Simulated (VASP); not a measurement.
Band structure of NaI (rock salt). These are PBE GGA, VASP's PBE PAW potentials (set 64) (plane waves; VASP) values and carry that method's errors.

Unless said otherwise, spin-orbit coupling is left out, though it shifts the bands of the heavy elements here.

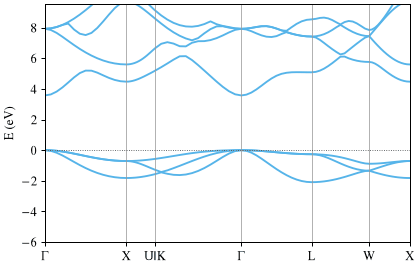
Figure. Bands along high-symmetry lines, zero at the valence-band maximum or, without a gap, the Fermi level

Read the plot: is there a gap, and where are the band edges?

The gap is direct, 3.57 eV, from the valence maximum at Γ to the conduction minimum at Γ. (Edges off the drawn lines would not show.)

Measured: gap 5.90 eV (computed value off by -2.33 eV), as given by Abedi et al., (2022), arXiv:2211.14644.

The compound is NaI in the rock salt structure. It was relaxed first.
